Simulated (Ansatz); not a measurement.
# Simulated XPS, UPS and emission spectra of LiPS3

Wanted: projected DOS of LiPS3, weighted into photoemission and X-ray emission spectra, at several levels of theory.

Program: Ansatz 0.2.0. Level of theory: DFT, PBE, plane-wave PAW, default files, scalar-relativistic, in the first sound run; inputs show where later runs differ. Results are calculated unless marked as measured.

## Step 1: The starting structure

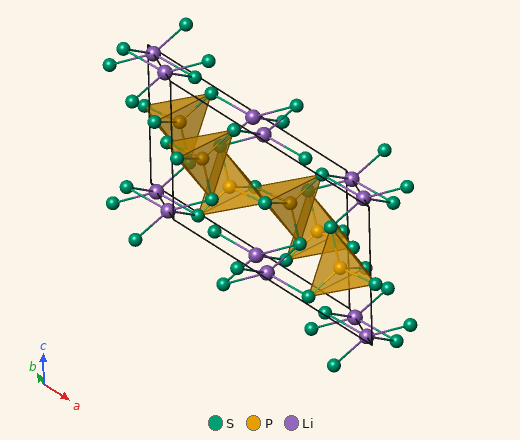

Start, viewed slightly off an axis; sulfur teal, phosphorus orange, lithium purple. This picture shows the conventional cell, with its axes. Some periodic images of atoms are drawn too.

## Step 2: Self-consistent run, DOS and bands

The base run gives the projected DOS, from which the spectra are built. The DOS is taken on a denser mesh than the density.

input.yaml

```yaml
crystal:
  lattice:
    - [5.5578, -3.5035, 0.0]
    - [5.5578, 3.5035, 0.0]
    - [-3.7957895619, 0.0, 5.3074392707]
  atoms:
    - { symbol: S, position: [0.6808, 0.6808, 0.0615] }
    - { symbol: S, position: [0.3192, 0.3192, 0.9385] }
    - { symbol: S, position: [0.8022, 0.8022, 0.6739] }
    - { symbol: S, position: [0.1978, 0.1978, 0.3261] }
    - { symbol: S, position: [0.7788, 0.2212, 0.5] }
    - { symbol: S, position: [0.2212, 0.7788, 0.5] }
    - { symbol: P, position: [0.8461, 0.8461, 0.4194] }
    - { symbol: P, position: [0.1539, 0.1539, 0.5806] }
    - { symbol: Li, position: [0.2407, 0.7593, 0.0] }
    - { symbol: Li, position: [0.7593, 0.2407, 0.0] }
kpoints:
  mp_grid: { grid: [4, 4, 4] }
  band_path:
    path:
      - [[0.0, 0.0, 0.0], [-0.400156, 0.400156, 0.0]]
      - [[-0.599844, -0.400156, 0.0], [-0.5, -0.5, 0.0], [0.0, 0.0, 0.0], [-0.5, -0.5, 0.5], [-0.748644, -0.251356, 0.5]]
      - [[-0.251356, 0.251356, 0.5], [0.0, 0.0, 0.5], [0.0, 0.0, 0.0]]
      - [[-0.5, 0.0, 0.5], [0.0, 0.0, 0.0], [-0.5, 0.0, 0.0]]
    npoints: 10
scf:
  occupations: { method: fermi_dirac, width: 0.02 }
  n_extra_bands: 24
hamiltonian:
  xc: pbe
  pseudopotentials: { kind: paw }
output:
  forces: true
  stress: true
  dos:
    projected: true
    de: 0.05
    e_range: [-36, 12]
    nscf_kmesh: { grid: [8, 8, 8] }
  fatbands: true
```

Command:

```sh
ansatz run input.yaml --threads 2 --pin off --max-ram 4096MiB --backend cpu --events-out ev --progress --plain --runs-dir out
```

Numbers of over 12 decimals in the logs are rounded to 6 here.

What it wrote:

```text
scf.n_extra_bands = 24 over 26 filled bands (N_el = 52.0): the run solves 50 bands
Engine: ansatz 0.2.0, aarch64-unknown-linux-gnu
Pseudopotentials: kind: paw
Pseudopotential: S, paw, valence charge 6, recommended cutoff 420 eV (normal), S.paw.azcp
Pseudopotential: P, paw, valence charge 5, recommended cutoff 420 eV (normal), P.paw.azcp
Pseudopotential: Li, paw, valence charge 3, recommended cutoff 420 eV (normal), Li.paw.azcp
Functional definition: PBE
  parameter kappa = 0.804
  parameter beta = 0.066725
  exchange = pbe_x(kappa = kappa, mu = beta*pi^2/3)
  correlation = pbe_c(beta = beta)
Crystal: 10 atoms, lattice volume = 206.690 Å³
Basis set: ecut = 420 eV, 3981 PW (Γ), exchange–correlation on 90×90×90 points (8 copies of the dense FFT grid, shifted against one another)
Bands: 50, of which v1, the nominal top of the filled ones, is band 26 counted from 1 (25 counted from 0)
Symmetry: 4 space group operations
Space group: C2/m (ITA 12), of the structure as read, at distance tolerance 5.9e-5 Å
k-points: 24 of 64
Non-local potential: S, projectors of the file, l = 0: 2, l = 1: 2, l = 2: 2
Non-local potential: P, projectors of the file, l = 0: 2, l = 1: 2, l = 2: 2
Non-local potential: Li, projectors of the file, l = 0: 3, l = 1: 2, l = 2: 1
PAW form: soft (Blöchl's): semilocal exchange-correlation on the pseudo side does not see the compensation charge
PAW one-centre angular grid: S, 110 points (default); XC on 64 Gauss nodes
PAW one-centre angular grid: P, 110 points (default); XC on 64 Gauss nodes
PAW one-centre angular grid: Li, 110 points (default); XC on 64 Gauss nodes
Initial density: superposition of atomic densities (neutral atoms: chi_scale 0, normalization atom), corrected by the library's trained network
Initial wavefunctions: pseudopotential atomic-orbital guess
Functional: x = pbe(κ = 0.804, μ = 0.219515), c = pbe(β = 0.066725)
SCF iter   1: F=—  HF=-7338.765163 eV  |F-HF|=—  |Δ(HF+E_count)|=         —  Δρ=1.53e-3  dr2=4.87e-3  ethr=1.77e-3  ⟨swp⟩=7.9  Hψ=6666  notcnv=0  defer=159
preconditioner: auto → Resta (q_TF=auto, 2.168 Å⁻¹)  ε∞=3.0  [insulator: Δε(μ)=1.848 eV  Ē_g=12.696 eV  σ=0.020 eV  W_gap=1.00  n_scr=34 (ndim 8)  ℏωp=17.9 eV  f_vac=0.001  D(μ)=0.00/eV (n_scr^D=0)  ε∞_Penn≈3.0]
SCF iter   2: F=—  HF=-7338.760412 eV  |F-HF|=—  |Δ(HF+E_count)|=   4.75e-3  Δρ=8.38e-4  dr2=1.28e-3  ethr=9.37e-6  ⟨swp⟩=3.1  Hψ=2383  notcnv=0  defer=410
SCF iter   3: F=—  HF=-7338.760961 eV  |F-HF|=—  |Δ(HF+E_count)|=   5.50e-4  Δρ=4.00e-4  dr2=2.43e-4  ethr=2.45e-6  ⟨swp⟩=2.4  Hψ=1328  notcnv=0  defer=410
SCF iter   4: F=—  HF=-7338.761330 eV  |F-HF|=—  |Δ(HF+E_count)|=   3.68e-4  Δρ=6.15e-5  dr2=1.22e-5  ethr=4.67e-7  ⟨swp⟩=2.0  Hψ=1357  notcnv=0  defer=410
SCF iter   5: F=—  HF=-7338.761296 eV  |F-HF|=—  |Δ(HF+E_count)|=   3.39e-5  Δρ=2.04e-5  dr2=1.60e-6  ethr=2.35e-8  ⟨swp⟩=2.0  Hψ=1136  notcnv=0  defer=410
SCF iter   6: F=-7338.761296 eV  HF=-7338.761296 eV  |F-HF|=5.74e-10  |Δ(HF+E_count)|=   3.14e-7  Δρ=3.60e-6  dr2=3.92e-8  ethr=1.92e-10  ⟨swp⟩=12.4  Hψ=7908  notcnv=0
SCF 1 converged in 6 iterations: F = -7338.761296 eV  dr2 = 3.92e-8
  greatest PAW one-centre occupation: 1.000 electrons in one spin orbital (limit 2), on the Li atom at site 9 (counted from 0), in its partial waves of l = 0
NSCF: frozen V_eff on 94 k-points
NSCF: frozen V_eff on 150 k-points
SCF converged after 6 iterations
Free energy (F): -7338.761296 eV
Harris-Foulkes:  -7338.761296 eV  (|F-HF|=5.74e-10)
Internal energy: -7338.761296 eV  (E = F + TS)
E sigma→0 (E₀):  -7338.761296 eV
Fermi energy:    4.744614 eV
--- Per-component energies (eV) ---
  E_band       = -262.075336
  E_kinetic    = 835.450582
  E_local      = -1396.401562  (includes V_loc(G=0)·N_el)
  E_nonlocal   = 170.630134
  E_hartree    = 438.193502
  E_xc         = -730.407149
  E_vxc        = -677.846050  (∫ρ·V_xc dr)
  E_paw        = -4782.406814  (= ΣΔE_a)
  E_vpaw       = -70.296481  (= ΣTr[D̂ρ^β])
  E_aug_tail   = 0.000038  (compensation charges beyond the density's cutoff)
  E_ewald      = -1873.820025
  E_smearing   = -0.000000  (= −TS)
  E_closure    = 0.000000  (closes the sum)
  Σ components = -7338.761296   (vs F -7338.761296, Δ=0.00e0)
--- Forces (eV/Å), atoms counted from 1 ---
  atom   1  S     -0.25660679     0.00000000    -0.72887561
  atom   2  S      0.25660679    -0.00000000     0.72887561
  atom   3  S     -0.43275342     0.00000000     0.45468312
  atom   4  S      0.43275342    -0.00000000    -0.45468312
  atom   5  S     -0.00000000     0.40466597     0.00000000
  atom   6  S      0.00000000    -0.40466597     0.00000000
  atom   7  P      0.37528306     0.00000000     0.27958911
  atom   8  P     -0.37528306    -0.00000000    -0.27958911
  atom   9  Li     0.00000000    -0.00942860     0.00000000
  atom  10  Li    -0.00000000     0.00942860     0.00000000
  max |Σ_I F_I| component: 1.11e-16 eV/Å
--- Stress (GPa, compression-positive) ---
        2.618219      -0.000000      -0.270335
       -0.000000       1.869556      -0.000000
       -0.270336      -0.000000       3.769856
  P = ⅓ Tr σ = 2.7525 GPa (27.525 kbar)
--- Band table (eV; the first three rows and the last of 24) ---
  k-point 0: bands = [... 22 lower, 3.0232, 3.2784, 3.3833, 3.8181, 6.0549, 6.5650, 7.0020, 7.7848, ... 20 higher]
  k-point 1: bands = [... 22 lower, 3.0406, 3.2101, 3.4074, 3.4249, 5.7978, 6.6555, 6.7530, 7.7489, ... 20 higher]
  k-point 2: bands = [... 22 lower, 3.0510, 3.1052, 3.1056, 3.1805, 5.6712, 6.5615, 6.6374, 7.9688, ... 20 higher]
  k-point 23: bands = [... 22 lower, 3.0466, 3.1116, 3.1118, 3.3391, 6.4197, 6.7626, 7.3942, 7.7586, ... 20 higher]
```

Elapsed: 63 s, on 2 threads of Arm Neoverse V2, shared host; peak memory 0.91 GiB; 2.1 min of CPU time.

The column dr2 measures how far the density is from self-consistency, as an energy; F and HF (Harris–Foulkes) agree once it is small.

Numbers from this step:

| Quantity | Value |
| --- | --- |
| free energy | -7338.7613 eV |
| Fermi energy | 4.745 eV |
| symmetry operations | 4 |
| pressure | 2.753 GPa |
| gap on the k-mesh | 1.853 eV |
| zero of energy | valence-band maximum |
| share of occupied states in no projected shell | 0.0164 of the occupied states in the window |
| gap on the path | 1.853 eV |
| least direct gap on the path | 2.228 eV |
| valence top on path | 0 eV |

The electronic bands at the labelled points (eV, zero at the valence-band maximum; v1 is the highest filled band, c1 the lowest empty one):

```
     point     v4     v3     v2     v1    c1    c2    c3    c4
         Γ  -0.80  -0.54  -0.43   0.00  2.24  2.75  3.18  3.97
         C  -1.08  -1.07  -0.75  -0.18  2.62  3.08  3.41  4.04
jump to C2  -1.08  -1.07  -0.75  -0.18  2.62  3.08  3.41  4.04
        Y2  -1.25  -1.09  -0.54  -0.26  2.63  3.21  3.40  4.18
         Γ  -0.80  -0.54  -0.43   0.00  2.24  2.75  3.18  3.97
        M2  -0.77  -0.71  -0.71  -0.48  2.60  2.94  3.58  3.94
         D  -1.15  -0.90  -0.73  -0.67  2.33  2.65  3.30  4.40
jump to D2  -1.15  -0.90  -0.73  -0.67  2.33  2.65  3.30  4.40
         A  -0.77  -0.71  -0.71  -0.64  1.85  2.74  2.82  4.15
         Γ  -0.80  -0.54  -0.43   0.00  2.24  2.75  3.18  3.97
jump to L2  -0.92  -0.72  -0.62  -0.34  2.22  3.16  3.23  4.35
         Γ  -0.80  -0.54  -0.43   0.00  2.24  2.75  3.18  3.97
        V2  -1.05  -0.70  -0.65  -0.47  2.06  3.00  3.29  3.88
```

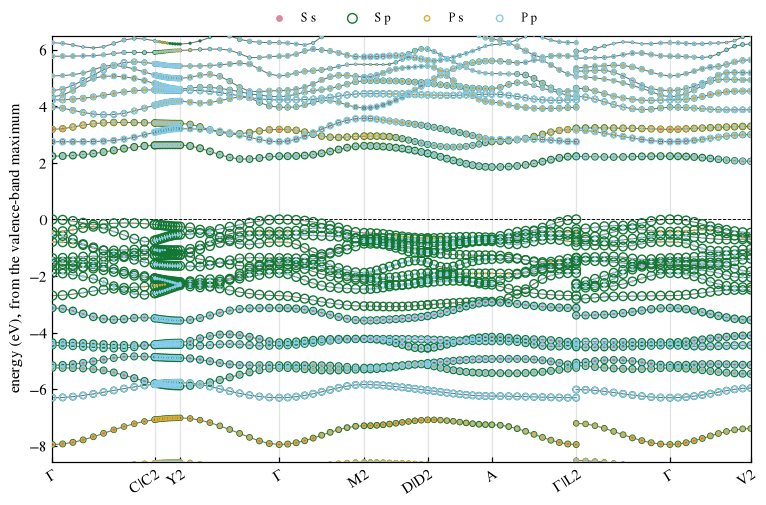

Electronic bands along the path; dots are coloured as in the legend, and their area grows with the weight.

The DOS has structure finer than the step of the table below, so its rows give means over 2 eV, whole bins alone (the curve runs from -17.8 to 9.75 eV). Peaks (eV: height): total -16.2: 15.7, -13.0: 12.5, -12.3: 20.6, -2.4: 10.5; S 3p -2.4: 9.58, -2.1: 8.90, -1.3: 7.85, -0.9: 9.29; S 3s -16.2: 6.62, -14.6: 4.21, -13.0: 9.59, -12.3: 15.0; P 3p -12.3: 4.74, -6.0: 2.81, -4.3: 2.79, 4.4: 2.72; P 3s -16.2: 5.90, -14.6: 3.85, -8.7: 1.80, 3.2: 1.55.

* holds the states left over by the projection beside any projected weight of its own. DOS against E, zero at the valence-band maximum; means over each step; values in states/eV/cell:

```
E (eV)  total    S 3p    S 3s    P 3p     P 3s  Li 2p*   Li 2s
   -16   1.00   0.130   0.419  0.0384    0.373       0  0.0324
   -14   1.18   0.140   0.551  0.0783    0.378       0  0.0254
   -12   3.82  0.0715    2.79   0.847   0.0266       0  0.0576
   -10      0       0       0       0        0       0       0
    -8   1.99   0.599   0.848  0.0762    0.401  0.0187  0.0486
    -6   2.51    1.38   0.251   0.809   0.0186  0.0402  0.0130
    -4   3.54    2.16   0.372   0.899  0.00307  0.0540  0.0549
    -2   6.52    5.98  0.0921  0.0889   0.0126   0.212   0.133
     0   3.44    3.30  0.0217  0.0318  0.00794  0.0679  0.0126
     2   1.73   0.796  0.0496   0.387    0.272   0.200  0.0210
     4   4.23    1.49   0.199    1.21    0.301   0.902   0.132
     6   5.64   0.902   0.189   0.771   0.0810    3.16   0.535
     8   6.69   0.397  0.0729   0.166   0.0378    5.41   0.611
```

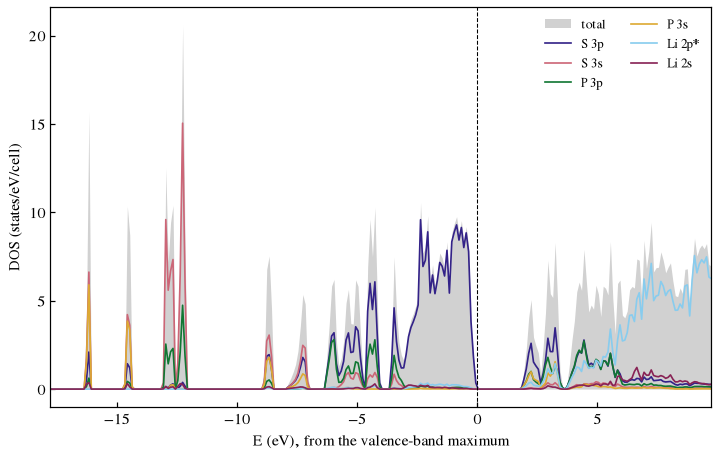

DOS, plotted against E.

Sums over each group's atoms; a table of it gives point samples, which can step over narrow peaks. Table of DOS of the group by E, zero at the valence-band maximum; 7 of 9 lines; values in states/eV:

```
E (eV)  S3: S 3p  S1: S 3p  S5: S 3p  P7: P 3p  S3: S 3s  S1: S 3s  S5: S 3s
   -16     0.123     0.122     0.267     0.151     0.214     0.233      1.16
   -14         0         0         0         0         0         0         0
   -12    0.0186    0.0150   0.00693     0.458     0.763     0.678    0.0165
   -10         0         0         0         0         0         0         0
    -8   0.00819   0.00965    0.0171    2.5e-4   0.00663   0.00647    0.0191
    -6     0.250     0.222      1.90      2.05    0.0146    0.0253    0.0252
    -4     0.342     0.410    0.0720     0.340    0.0690     0.106   0.00740
    -2      2.76      2.14      2.10     0.125    0.0536    0.0472    0.0268
     0     0.148     0.232     0.157   0.00210    9.2e-4    2.1e-4    5.1e-4
     2    0.0854    0.0930     0.783     0.388   0.00794   0.00130    0.0148
     4     0.247     0.253     0.629      1.17    0.0553    0.0610    0.0265
     6     0.254     0.215     0.226     0.547    0.0770    0.0521    0.0499
     8     0.155     0.146    0.0997     0.159    0.0196    0.0325    0.0154
```

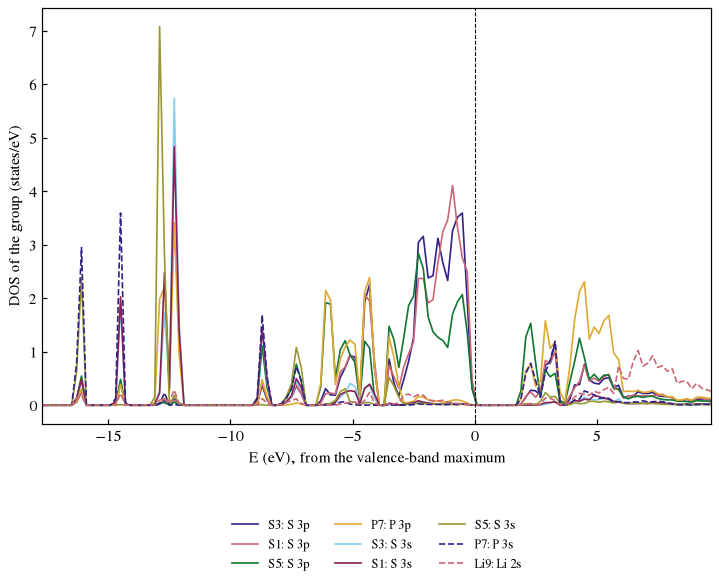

DOS of the group, plotted against E.

This run's widths, added to any smearing of the DOS itself: Gaussian 0.45 eV, Lorentzian 0.1 eV plus 0.08 an eV of depth. Table of intensity by binding energy, zero at the valence-band maximum; values in % of the maximum within 13 eV:

```
binding energy (eV)  100 eV  1486.7 eV  5950 eV
                 -1    2.08       1.92    0.977
                  0    22.3       17.2     5.98
                  1    95.3       72.1     24.0
                  2    80.3       62.6     22.7
                  3    38.1       32.8     15.1
                  4    35.2       33.8     19.0
                  5    43.3       45.1     27.9
                  6    30.2       28.3     15.7
                  7    17.5       32.0     28.3
                  8    12.8       25.7     23.5
                  9    13.7       28.9     27.0
                 10    5.04       11.2     10.7
                 11    7.86       19.0     18.7
                 12    29.4       73.6     73.5
                 13    32.0       80.9     80.9
                 14    14.7       36.9     36.5
                 15    11.9       29.6     29.1
                 16    11.4       28.5     28.0
                 17    5.65       14.1     13.8
```

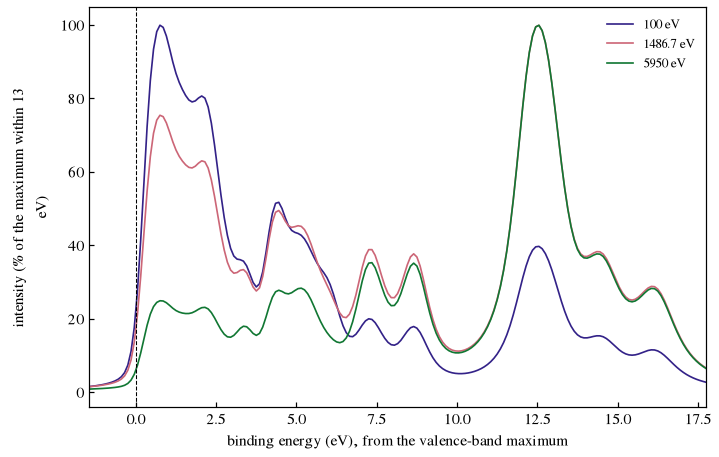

Intensity, plotted against binding energy.

Maxima picked by a test of local sharpness, so broad peaks and shoulders can be missing; peaks within 0.45 eV of a curve's cut are left out. Valence peaks, by row:

```
photon energy (eV)  binding energy (eV)  height (% of the maximum within 13 eV)  main shell  its share (%)
               100                16.08                                    11.5        S 3s          48.67
               100                14.38                                   15.32        S 3s          54.05
               100                12.53                                   39.72        S 3s          75.02
               100                8.627                                   17.84        S 3s          42.69
               100                7.277                                   19.98        S 3s          41.05
               100                4.427                                   51.88        S 3p          66.69
               100                2.077                                   80.64        S 3p          95.49
               100               0.7775                                     100        S 3p          97.87
              1487                16.08                                   28.81        S 3s          60.27
              1487                14.38                                   38.27        S 3s          67.12
              1487                12.53                                     100        S 3s          92.44
              1487                8.677                                   37.63        S 3s          62.84
              1487                7.277                                   38.98        S 3s          65.29
              1487                5.077                                   45.31        S 3p          43.95
              1487                4.427                                   49.55        S 3p          51.15
              1487                3.327                                    33.4        S 3p          57.38
              1487                2.077                                   63.03        S 3p          89.51
              1487               0.7775                                   75.46        S 3p          95.02
              5950                16.08                                   28.25        S 3s          64.08
              5950                14.38                                   37.65        S 3s          71.14
              5950                12.53                                     100        S 3s          96.39
              5950                8.677                                   35.09        S 3s          70.26
              5950                7.327                                   35.39        S 3s          75.06
              5950                5.127                                   28.31        S 3s          70.32
              5950                4.427                                   27.72        S 3s          64.39
              5950                3.377                                   17.97        S 3s          61.65
              5950                2.127                                   23.09        S 3p          72.78
              5950               0.7775                                   24.89        S 3p          86.21
```

The intensity has structure finer than the step of the table below, so its rows give means over 2 eV, whole bins alone (the curve runs from -17.8 to 1.45 eV). Peaks (eV: height): S K-beta -0.9: 99.9; S K-beta, E along x -4.5: 39.4, -0.9: 97.5; S K-beta, E along y -1.1: 128; S K-beta, E along z -4.5: 57.1, -2.2: 81.7; S L2,3 -12.5: 99.8, -8.7: 27.2, -7.3: 29.4, -5.2: 20.8.

Shapes are the site's partial DOS without matrix elements, which overweights lines from ligand s bands. The intensity by emission energy less the core level's binding energy, zero at the valence-band maximum; means over each step; 7 of 10 lines; values in % of the unpolarised maximum:

```
emission energy less the core level's binding energy (eV)  S K-beta  S K-beta, E along x  S K-beta, E along y  S K-beta, E along z  S L2,3  P K-beta  P K-beta, E along x
                                                      -16      1.93                 1.65                 1.99                 2.13    15.6      7.29                 11.9
                                                      -14      2.09                 2.50                 1.07                 2.69    34.7      24.8                 27.1
                                                      -12      1.73                 1.89                 1.16                 2.14    63.5      47.4                 39.0
                                                      -10      2.75                 3.84                 1.65                 2.76    10.8      11.8                 12.7
                                                       -8      8.15                 9.52                 6.89                 8.06    22.2      14.9                 17.8
                                                       -6      21.4                 24.6                 16.6                 23.1    13.1      67.9                 56.9
                                                       -4      35.7                 29.7                 33.3                 43.9    13.5      75.4                 82.7
                                                       -2      79.4                 71.8                 95.3                 71.1    4.46      18.9                 16.1
                                                        0      47.9                 48.4                 55.7                 39.8    1.35      5.86                 5.57
```

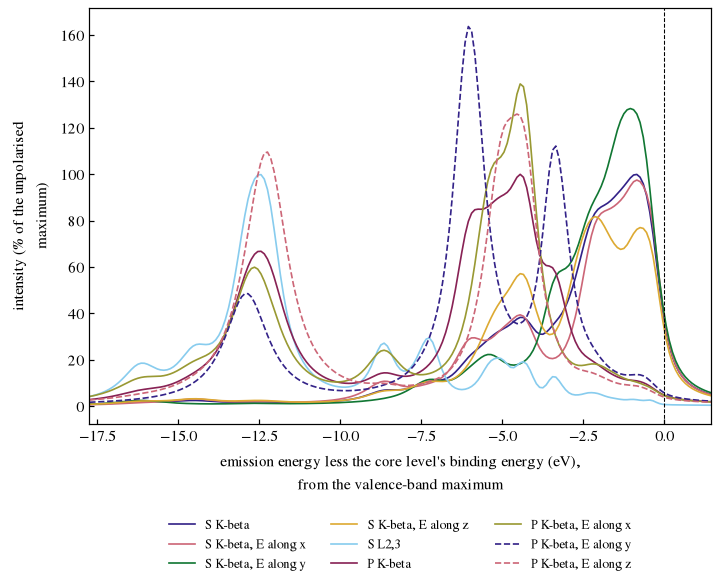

Intensity, plotted against emission energy less the core level's binding energy.

The spectra weight each projected shell by its atomic cross section (Dirac–Hartree–Slater) and angular factor, for linear light with the analyser at 54.7° from the polarisation. Broadening, on top of any smearing of the DOS itself: a Gaussian of 0.45 eV and a Lorentzian of 0.1 eV plus 0.08 times the binding energy (full widths), Fermi edge at 20 K. Curves are cut 10 eV under the photon energy, above any shell that the free atom's threshold puts out of reach, or at the lower edge of the window: 17.8 eV at 100 eV, 17.8 eV at 1486.7 eV and 17.8 eV at 5950 eV. A star in tables and legends marks shells that hold the states left over by the projection (1.6 % of the filled ones), a stand-in for orbitals that the files don't project on. Dipole terms alone, which is rough above 3 keV; no background, satellites or final-state effects.

Share of each shell in the spectrum's area (%), by photon energy:

```
shell  100 eV  1486.7 eV  5950 eV
 S 3s    22.1       51.7     72.5
 S 3p    63.0       34.8     14.0
 P 3s     4.2        9.0     11.9
 P 3p    10.3        4.5      1.7
```

At this level the gap is 1.85 eV on the path.

[end of part 1 of 3]

[Logs are printed without paths, hosts, clocks, repeated set-up lines and the standing remarks that a program may print on its own settings, such as how far it seeks lower states.]

[Hosts, paths, dates, database ids (printed as entryN), source tags and the programs' standing remarks are cut or masked in the printed files.]

[Maps of the electrostatic potential energy from Ansatz leave out the sawtooth potential of an applied field or a dipole correction, so their vacuum need not be flat; work functions include it.]

[Peak lists hold at most the 14 tallest peaks of each spectrum; further lines can be left out.]
